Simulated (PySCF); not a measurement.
## Atomic calculation for Co

- system: Co, configuration 1s2 2s2 2p6 3s2 3p6 3d9, multiplicity 2.
- method: unrestricted LDA, ANO-RCC-VTZP, spin-free X2C-1e, Gaussian nucleus (PySCF)

### The input
```python
from pyscf import gto, scf, dft, mp, cc
import basis_set_exchange as bse
mol = gto.M(atom="Co 0 0 0", charge=0, spin=1, symmetry="D2h",
            basis=gto.basis.parse(bse.get_basis("ANO-RCC-VTZP", elements=["Co"], fmt="nwchem")),
            nucmod="G")
mf = dft.UKS(mol, xc="LDA,VWN").sfx2c1e()
mf.irrep_nelec = {'Ag': (5, 4), 'B1g': (1, 1), 'B2g': (1, 1), 'B3g': (1, 1), 'B1u': (2, 2), 'B2u': (2, 2), 'B3u': (2, 2)}
mf.kernel()
```

The script is an equivalent of what the driver set up; the driver started from orbitals of its own, so the log can be shorter than this script's would be, and it computed the properties (radii, ⟨L²⟩, response) afterwards. It held the occupations shell by shell, which the script's counts by irreducible representation don't always enforce.

Hardware: 1 CPU thread, shared host.

### Output (extracts)
```
damping factor = 0
level_shift factor = 0
DIIS = <class 'pyscf.scf.diis.CDIIS'>
diis_start_cycle = 1
diis_space = 10
diis_damp = 0
SCF conv_tol = 1e-09
SCF conv_tol_grad = None
number electrons alpha = 14  beta = 13
XC functionals = LDA,VWN
    P. A. M. Dirac.,  Math. Proc. Cambridge Philos. Soc. 26, 376 (1930)
    F. Bloch.,  Z. Phys. 57, 545 (1929)
    S. H. Vosko, L. Wilk, and M. Nusair.,  Can. J. Phys. 58, 1200 (1980)
cycle= 1 E= -1389.82313498607  delta_E= 0.597  |g|= 1.55  |ddm|= 1.21
cycle= 2 E= -1387.62976817715  delta_E= 2.19  |g|= 3.59  |ddm|= 2.05
cycle= 3 E= -1390.35096827291  delta_E= -2.72  |g|= 0.61  |ddm|= 1.08
cycle= 4 E= -1390.43888954978  delta_E= -0.0879  |g|= 0.145  |ddm|= 0.839
cycle= 5 E= -1390.44184640707  delta_E= -0.00296  |g|= 0.0822  |ddm|= 0.216
cycle= 6 E= -1390.4345007523  delta_E= 0.00735  |g|= 0.17  |ddm|= 0.558
cycle= 7 E= -1390.44273286031  delta_E= -0.00823  |g|= 0.0539  |ddm|= 0.401
cycle= 8 E= -1390.44355217603  delta_E= -0.000819  |g|= 0.00747  |ddm|= 0.225
cycle= 9 E= -1390.44336765268  delta_E= 0.000185  |g|= 0.0249  |ddm|= 0.229
cycle= 10 E= -1390.44349969474  delta_E= -0.000132  |g|= 0.014  |ddm|= 0.0101
cycle= 11 E= -1390.44349192743  delta_E= 7.77e-06  |g|= 0.0113  |ddm|= 0.118
cycle= 12 E= -1390.44352785081  delta_E= -3.59e-05  |g|= 0.00448  |ddm|= 0.00681
cycle= 13 E= -1390.44353344069  delta_E= -5.59e-06  |g|= 0.00136  |ddm|= 0.0132
cycle= 14 E= -1390.44353400669  delta_E= -5.66e-07  |g|= 0.00015  |ddm|= 0.00362
cycle= 15 E= -1390.44353401322  delta_E= -6.53e-09  |g|= 4.52e-05  |ddm|= 0.000168
cycle= 16 E= -1390.44353401373  delta_E= -5.16e-10  |g|= 2.78e-06  |ddm|= 0.000286
converged SCF energy = -1390.44353401373  <S^2> = 0.79027569  2S+1 = 2.0398781
```

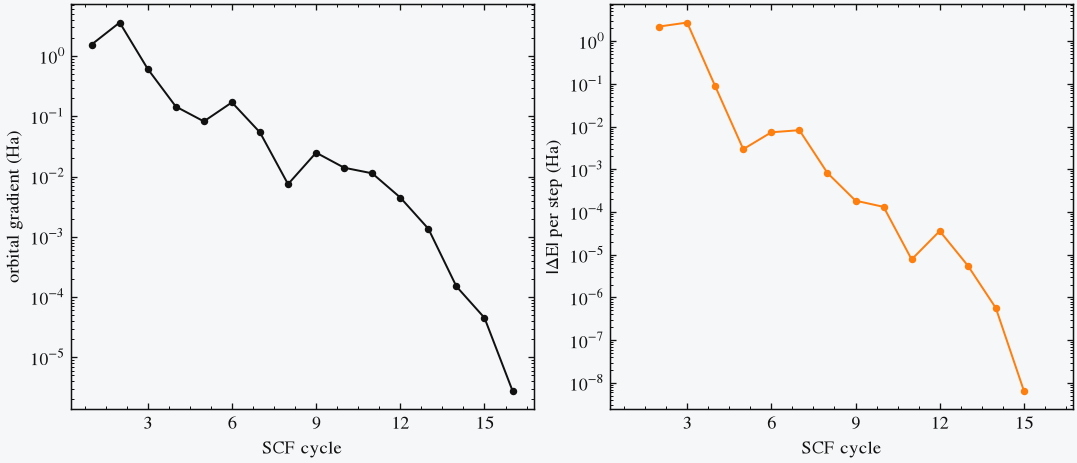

Figure 1. Convergence: orbital gradient and change of the energy from step to step (the smallest changes aren't drawn) against the SCF cycle. The residual falls unevenly and jumps up by a factor of two or more 3 times on the way down. It goes from 1.6 to 2.8×10⁻⁶ in 16 steps.

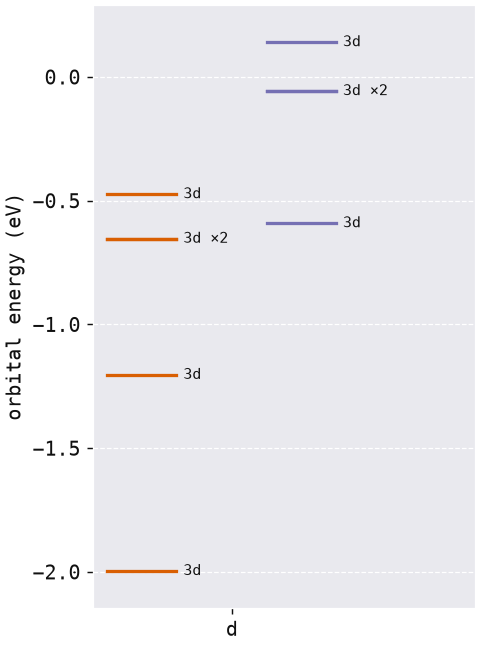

Figure 2. Orbital energies of the mean field, from the top down to −2.00 eV, by angular momentum, α spin at the left of each column and β at the right; ×n counts the orbitals under one label. Empty levels that the record names by l alone aren't drawn. The highest filled orbital is 3d β at 0.140 eV, the lowest empty one s α at −3.77 eV. A filled level above zero isn't a property of the atom (see the remarks).

### Summary

- outcome: converged; a filled orbital lies above zero
- total energy: −1390.4435 hartree
- ⟨S²⟩: 0.790
- ⟨L²⟩: 6.15
- SCF iterations: 16
- CPU time: 0.99 s (integrals apart)

### Remarks

The highest filled orbital (3d, 0.140 eV) lies above zero. Either the basis lacks functions of the right size for that shell or the functional's self-interaction leaves it unbound, so its level and radius depend on the basis and aren't properties of the atom. The driver held the occupations shell by shell, and empty s levels lie below the filled 3d. The script shown fixes the counts by irreducible representation only, so by itself it can fall to another configuration. This is not the ground configuration of the species.
